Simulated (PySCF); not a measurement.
**Run report: C$_{3}$H$_{4}$F$_{2}$O$_{2}$Si, saddle-point search (part 1 of 2)**

The run: saddle-point search of C$_{3}$H$_{4}$F$_{2}$O$_{2}$Si. Method and program: PBE0-D3(BJ)/def2-SVP saddle search from the GFN2-xTB point and Hessian, gas phase (PySCF 2.14.0).

The run did not end well.

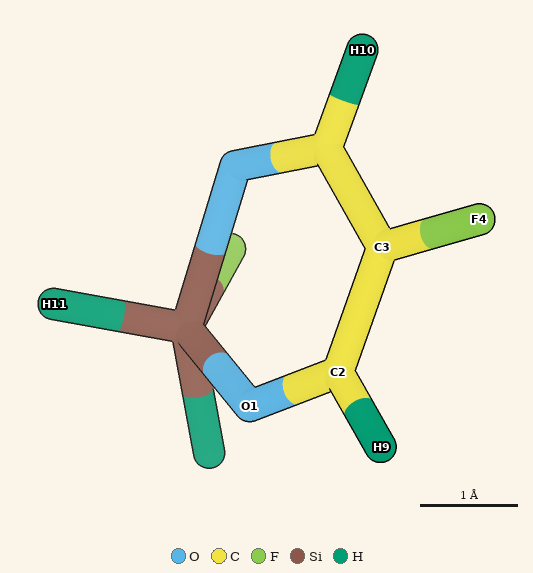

**Figure 1.** The input geometry (stick view, seen at a tilt; atoms are numbered from 1 in the order of the input). Bond lengths as drawn: C–C 1.38 to 1.39 Å, C–F 1.35 Å, C–H 1.09 to 1.10 Å, C–O 1.25 to 1.27 Å, F–Si 1.63 Å, H–Si 1.44 to 1.47 Å and O–Si 1.79 to 1.94 Å.

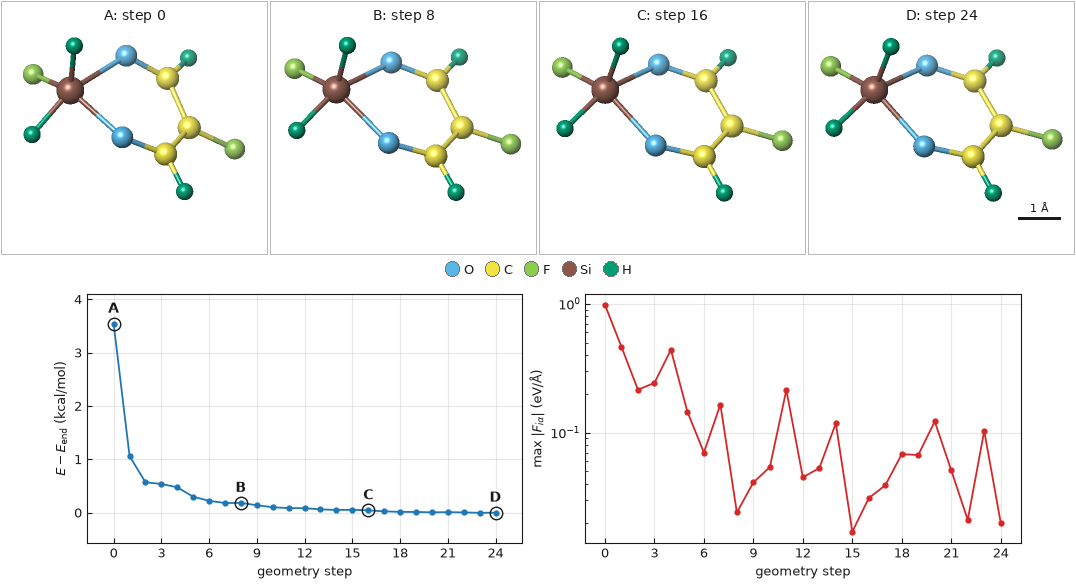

**Figure 2.** Frames of the saddle-point search (ball-and-stick view, seen at a tilt) above the curves, on which the letters mark them (steps are counted from 0).

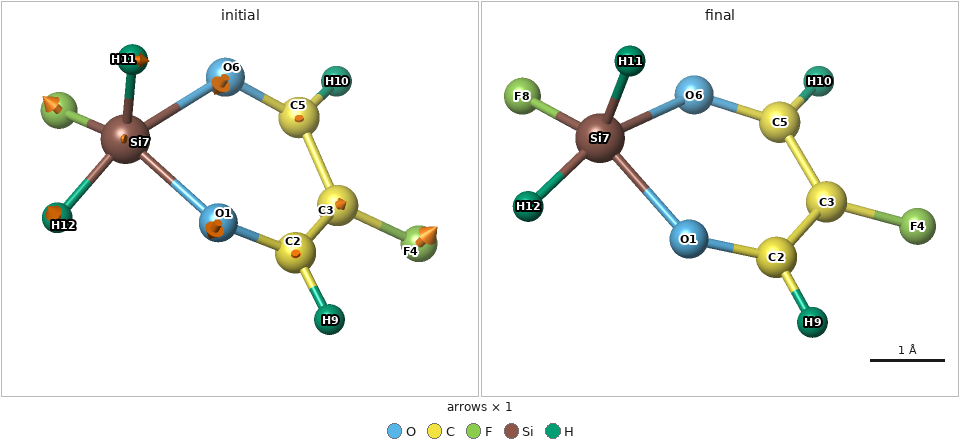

**Figure 3.** Before (left) and after (right) the saddle-point search, at one scale (ball-and-stick view, seen at a tilt). The orange arrows give the displacements, at true length. The relaxation stopped without meeting its thresholds, so the last structure isn't shown to be converged. The atom that moves furthest after the best rigid fit is F4 (0.45 Å). By element the largest moves are F 0.45 Å, O 0.38 Å, H 0.29 Å, C 0.15 Å, Si 0.08 Å. Among the contacts that change: O1–Si7 1.787 → 1.859 Å, Si7–H11 1.443 → 1.484 Å, Si7–H12 1.468 → 1.492 Å, C3–F4 1.353 → 1.335 Å. Among the angles that change: C5–O6–Si7 126.7° → 133.2°, H11–Si7–H12 114.7° → 110.1°, C2–O1–Si7 130.8° → 134.5°. After 24 geometry steps the energy has fallen by 3.54 kcal/mol. Largest force component: 0.98 eV/Å at the start, 0.02 eV/Å at the end. (Atoms are counted from 1 in the order of the input.)

The input that produced these results follows, with the program's output.

The input
```
{"job": {"xc": "PBE0", "basis": "def2-SVP", "kind": "refine"}, "charge": 0, "multiplicity": 1}
O      0.312185    -1.319245    -0.079337
C      1.346635    -0.596959    -0.184651
C      1.346862     0.762937     0.042949
F      2.489110     1.469307    -0.122868
C      0.193696     1.418960     0.473496
O     -0.887459     0.830763     0.669677
Si    -1.420453    -0.881903    -0.058637
F     -2.516544     0.076255    -0.797216
H      2.276428    -1.091871    -0.473445
H      0.249150     2.493497     0.677810
H     -1.849751    -1.300819     1.254285
H     -1.544588    -1.909114    -1.100503
```

The first line tells a small driver script what to run in PySCF; the rest is the geometry in Å.

Launch command:
```bash
OMP_NUM_THREADS=1 python <driver script> task.json out
```

Log
```
step      E/eV     max force
  0    -20553.92015   1.1008
  1    -20554.02775   0.5371
  2    -20554.04904   0.2616
  3    -20554.05039   0.3451
  4    -20554.05311   0.5620
  5    -20554.06080   0.2117
  6    -20554.06409   0.0777
  7    -20554.06592   0.1846
  8    -20554.06581   0.0263
  9    -20554.06768   0.0420
 10    -20554.06935   0.0542
 11    -20554.07003   0.2293
 12    -20554.07008   0.0492
 13    -20554.07103   0.0554
 14    -20554.07156   0.1300
 15    -20554.07142   0.0212
 16    -20554.07186   0.0397
 17    -20554.07264   0.0457
 18    -20554.07309   0.0795
 19    -20554.07318   0.0702
 20    -20554.07346   0.1493
 21    -20554.07333   0.0544
 22    -20554.07351   0.0258
 23    -20554.07387   0.1239
 24    -20554.07376   0.0238
```

Trajectory as extended XYZ (Å, eV, eV/Å), 25 frames, from step=0 to step=24
```
12
Properties=species:S:1:pos:R:3:forces:R:3 step=0 energy=-20553.92015
O     0.3122   -1.3192   -0.0793    0.0980  -0.2530   0.0980
C     1.3466   -0.5970   -0.1847    0.4850   0.5600   0.0610
C     1.3469    0.7629    0.0429    0.9800   0.3940  -0.3100
F     2.4891    1.4693   -0.1229   -0.5990  -0.3460   0.0680
C     0.1937    1.4190    0.4735    0.4220   0.1680   0.0970
O    -0.8875    0.8308    0.6697   -0.2370  -0.3230  -0.0340
Si   -1.4205   -0.8819   -0.0586   -0.6510   0.2690  -0.2110
F    -2.5165    0.0763   -0.7972   -0.3650   0.3500  -0.2210
H     2.2764   -1.0919   -0.4734    0.2870  -0.1540  -0.0110
H     0.2492    2.4935    0.6778    0.0250   0.3170   0.1170
H    -1.8498   -1.3008    1.2543   -0.2940  -0.4000   0.5850
H    -1.5446   -1.9091   -1.1005   -0.1500  -0.5820  -0.2380
12
Properties=species:S:1:pos:R:3:forces:R:3 step=1 energy=-20554.02775
O     0.3311   -1.3029   -0.1190   -0.2350  -0.1040  -0.0220
C     1.3700   -0.5807   -0.2016    0.2790   0.2710   0.0370
C     1.3745    0.7818    0.0311    0.4630   0.2490  -0.1100
F     2.5128    1.4845   -0.0987   -0.3150  -0.1950   0.0370
C     0.2139    1.4184    0.4717    0.1970   0.0550   0.0200
O    -0.8800    0.8207    0.6107   -0.0700  -0.0610   0.0100
Si   -1.4612   -0.8741   -0.0668   -0.0210   0.0910  -0.1350
F    -2.5640    0.0701   -0.8205   -0.2130   0.1600  -0.1280
H     2.3107   -1.0826   -0.4619    0.1410  -0.0760  -0.0010
H     0.2609    2.4857    0.7375   -0.0010   0.1010   0.0490
H    -1.8746   -1.2949    1.2665   -0.1690  -0.1970   0.3670
H    -1.5989   -1.9741   -1.0473   -0.0550  -0.2930  -0.1250
12
Properties=species:S:1:pos:R:3:forces:R:3 step=2 energy=-20554.04904
O     0.3324   -1.2895   -0.1337    0.0590  -0.0260  -0.0080
C     1.3833   -0.5785   -0.1954    0.0830   0.0660   0.0070
C     1.3934    0.7878    0.0301    0.1970   0.1130  -0.0490
F     2.5313    1.4834   -0.0823   -0.1430  -0.0930   0.0420
C     0.2263    1.4212    0.4545    0.0580   0.0250   0.0090
O    -0.8791    0.8267    0.5603    0.0170   0.0360  -0.0210
Si   -1.4737   -0.8638   -0.0730   -0.2150   0.1250  -0.0810
F    -2.6493    0.0476   -0.7733   -0.0170   0.0150   0.0140
H     2.3286   -1.0928   -0.4284    0.0310  -0.0260   0.0100
H     0.2682    2.4858    0.7402   -0.0090   0.0180   0.0060
H    -1.8687   -1.3149    1.2690   -0.0460  -0.1030   0.1750
H    -1.5974   -1.9612   -1.0663   -0.0160  -0.1500  -0.1050
12
Properties=species:S:1:pos:R:3:forces:R:3 step=3 energy=-20554.05039
O     0.3185   -1.2651   -0.1943    0.0830   0.0620  -0.0210
C     1.3869   -0.5674   -0.1984   -0.0560  -0.0370   0.0010
C     1.4131    0.7940    0.0435    0.1040   0.0050   0.0080
F     2.5659    1.4719   -0.0129   -0.1580  -0.0860   0.0320
C     0.2394    1.4440    0.4354   -0.0590  -0.0390   0.0020
O    -0.8817    0.8776    0.5040   -0.0520  -0.2430  -0.1410
Si   -1.5016   -0.8865   -0.0920    0.2090   0.2260   0.1560
F    -2.7235    0.0088   -0.7187    0.0150   0.0120   0.0210
H     2.3348   -1.0986   -0.3926   -0.0680   0.0110  -0.0140
H     0.2963    2.5057    0.7286   -0.0010   0.0590   0.0030
H    -1.8198   -1.3388    1.2835   -0.0010   0.0270  -0.0520
H    -1.6329   -1.9937   -1.0847   -0.0140   0.0040   0.0050
12
Properties=species:S:1:pos:R:3:forces:R:3 step=4 energy=-20554.05311
O     0.3196   -1.2548   -0.2608    0.3530   0.1420   0.0090
C     1.3902   -0.5613   -0.2263   -0.1080   0.0050   0.0180
C     1.4219    0.7936    0.0669    0.0470  -0.0140  -0.0090
F     2.5784    1.4689    0.0576   -0.2500  -0.1540   0.0230
C     0.2371    1.4333    0.4328   -0.2460  -0.1140   0.0510
O    -0.8894    0.8549    0.4489    0.4390   0.3490   0.0360
Si   -1.4849   -0.8606   -0.0826   -0.3710  -0.3460  -0.1800
F    -2.7151   -0.0018   -0.7546    0.0530   0.0190   0.0390
H     2.3366   -1.0852   -0.4318    0.0070  -0.0470  -0.0320
H     0.2802    2.4905    0.7535   -0.0660  -0.0620  -0.0540
H    -1.8058   -1.2882    1.3023    0.0570   0.0600  -0.0010
H    -1.6735   -2.0375   -1.0044    0.0840   0.1620   0.1010
12
Properties=species:S:1:pos:R:3:forces:R:3 step=5 energy=-20554.06080
O     0.3283   -1.2665   -0.2192   -0.0580   0.0100  -0.0100
C     1.3915   -0.5674   -0.2118   -0.0130  -0.0040   0.0110
C     1.4161    0.7886    0.0636   -0.0350   0.0010   0.0090
F     2.5641    1.4676    0.0269    0.0000   0.0000   0.0130
C     0.2350    1.4332    0.4361    0.0270  -0.0370  -0.0030
O    -0.8840    0.8594    0.4844   -0.0550  -0.0990  -0.0650
Si   -1.4977   -0.8747   -0.0846    0.1450   0.1300   0.0830
F    -2.7118    0.0131   -0.7384   -0.0360  -0.0040   0.0030
H     2.3357   -1.0908   -0.4309    0.0240  -0.0070  -0.0070
H     0.2754    2.4963    0.7247    0.0140   0.0600   0.0100
H    -1.8154   -1.3032    1.2980   -0.0010  -0.0120  -0.0270
H    -1.6420   -2.0037   -1.0471   -0.0130  -0.0380  -0.0170
12
Properties=species:S:1:pos:R:3:forces:R:3 step=6 energy=-20554.06409
O     0.3249   -1.2559   -0.2636    0.0450   0.0340  -0.0070
C     1.3932   -0.5639   -0.2256   -0.0250   0.0010   0.0030
C     1.4205    0.7859    0.0813    0.0580  -0.0060   0.0120
F     2.5741    1.4595    0.0814   -0.0650  -0.0420   0.0070
C     0.2360    1.4337    0.4327   -0.0700   0.0000   0.0010
O    -0.8897    0.8673    0.4439    0.0660   0.0170  -0.0260
Si   -1.4944   -0.8693   -0.0864   -0.0660  -0.0080  -0.0060
F    -2.7290   -0.0051   -0.7406    0.0510  -0.0240   0.0310
H     2.3384   -1.0870   -0.4487   -0.0260   0.0110   0.0060
H     0.2769    2.4962    0.7315   -0.0040  -0.0190  -0.0140
H    -1.7937   -1.2783    1.3075    0.0260   0.0060  -0.0170
H    -1.6620   -2.0314   -1.0119    0.0110   0.0300   0.0100
12
Properties=species:S:1:pos:R:3:forces:R:3 step=7 energy=-20554.06592
O     0.3201   -1.2440   -0.3184    0.0150   0.1000   0.0060
C     1.3930   -0.5590   -0.2353   -0.0750  -0.0070   0.0210
C     1.4301    0.7799    0.1158   -0.1650  -0.0520  -0.0150
F     2.5879    1.4427    0.1567   -0.0430  -0.0300   0.0110
C     0.2343    1.4385    0.4218    0.0810  -0.0810  -0.0040
O    -0.8941    0.8821    0.3989    0.0340  -0.0140  -0.0330
Si   -1.5015   -0.8755   -0.0904    0.1580   0.0290   0.0910
F    -2.7491   -0.0221   -0.7239   -0.0420   0.0020   0.0070
H     2.3352   -1.0822   -0.4638    0.0190  -0.0050  -0.0060
H     0.2721    2.5026    0.7078    0.0030   0.0550   0.0100
H    -1.7448   -1.2627    1.3250    0.0020   0.0240  -0.0900
H    -1.6878   -2.0484   -0.9926    0.0120  -0.0220   0.0030
12
Properties=species:S:1:pos:R:3:forces:R:3 step=8 energy=-20554.06581
O     0.3213   -1.2496   -0.2857    0.0030   0.0010  -0.0130
C     1.3912   -0.5616   -0.2299   -0.0020   0.0010   0.0030
C     1.4219    0.7827    0.0943    0.0240  -0.0060   0.0090
F     2.5770    1.4503    0.1112   -0.0010  -0.0020   0.0070
C     0.2351    1.4361    0.4294   -0.0240   0.0050   0.0020
O    -0.8907    0.8738    0.4270    0.0040   0.0040  -0.0140
Si   -1.4940   -0.8718   -0.0880   -0.0160  -0.0130  -0.0040
F    -2.7328   -0.0118   -0.7346    0.0030  -0.0060   0.0040
H     2.3353   -1.0845   -0.4555   -0.0090   0.0040   0.0020
H     0.2759    2.4997    0.7232   -0.0010  -0.0040  -0.0060
H    -1.7739   -1.2710    1.3118    0.0140   0.0030   0.0040
H    -1.6711   -2.0406   -1.0016    0.0050   0.0130   0.0060
12
Properties=species:S:1:pos:R:3:forces:R:3 step=9 energy=-20554.06768
O     0.3157   -1.2407   -0.3203    0.0260   0.0220  -0.0060
C     1.3894   -0.5585   -0.2369   -0.0190  -0.0040  -0.0070
C     1.4248    0.7786    0.1119    0.0170  -0.0030   0.0090
F     2.5835    1.4399    0.1533   -0.0230  -0.0200   0.0110
C     0.2348    1.4394    0.4261   -0.0410  -0.0020  -0.0090
O    -0.8941    0.8853    0.3999    0.0390   0.0110  -0.0050
Si   -1.4936   -0.8762   -0.0910   -0.0290   0.0220  -0.0050
F    -2.7437   -0.0255   -0.7287    0.0220  -0.0140   0.0100
H     2.3318   -1.0823   -0.4652   -0.0010   0.0020   0.0010
H     0.2774    2.5038    0.7178   -0.0030  -0.0100  -0.0040
H    -1.7475   -1.2556    1.3201    0.0120   0.0000  -0.0050
H    -1.6832   -2.0564   -0.9856    0.0000  -0.0040   0.0100
12
Properties=species:S:1:pos:R:3:forces:R:3 step=10 energy=-20554.06935
O     0.3123   -1.2324   -0.3525    0.0210   0.0300  -0.0080
C     1.3880   -0.5563   -0.2442   -0.0080  -0.0010   0.0060
C     1.4262    0.7743    0.1284    0.0000   0.0020  -0.0030
F     2.5884    1.4282    0.1954   -0.0420  -0.0270   0.0090
C     0.2329    1.4412    0.4198    0.0520   0.0050   0.0130
O    -0.8964    0.8919    0.3767   -0.0200   0.0060  -0.0150
Si   -1.4940   -0.8741   -0.0926    0.0040  -0.0540  -0.0030
F    -2.7531   -0.0333   -0.7223   -0.0030   0.0000   0.0050
H     2.3309   -1.0797   -0.4725   -0.0080   0.0030  -0.0050
H     0.2744    2.5065    0.7072    0.0020   0.0030  -0.0010
H    -1.7188   -1.2468    1.3262    0.0000   0.0220  -0.0120
H    -1.6955   -2.0676   -0.9680    0.0030   0.0120   0.0140
```
